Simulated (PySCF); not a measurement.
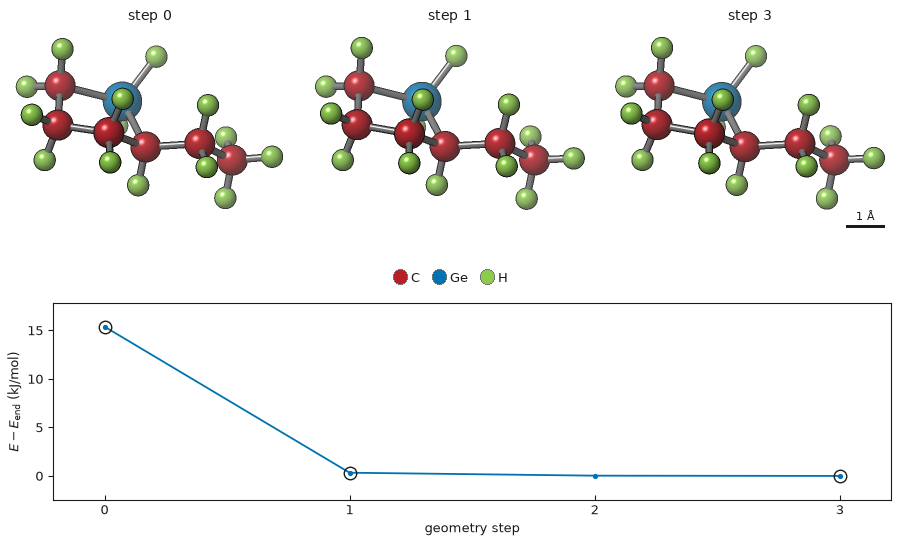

Frames of a relaxation of C6H14Ge, marked on the history of the run. A ball-and-stick model, seen from a free direction.

The start comes from GFN2-xTB. Its atoms were then displaced at random by about 0.01 Å.

Level of theory: PySCF, PBE0-D3(BJ)/def2-SVP geometry optimisation, gas phase. 

> What happens along the run?

Over 3 geometry steps the energy falls by 15.4 kJ/mol. The largest move after the best rigid fit is that of an H atom, 0.13 Å. By element the largest moves are H 0.13 Å, C 0.07 Å, Ge 0.02 Å. Some distances before and after: C–C 1.490 → 1.530 Å, C–C 1.564 → 1.535 Å, C–Ge 2.010 → 1.984 Å, Ge–H 1.521 → 1.542 Å. Among the angles between lasting bonds that change: C–C–H 107.6° → 111.1°, H–Ge–H 105.5° → 108.8°, H–C–H 108.6° → 105.5°. From step 0 to 1: an H atom moves most (0.12 Å), energy −15.1 kJ/mol. From step 1 to 3: energy −0.33 kJ/mol.
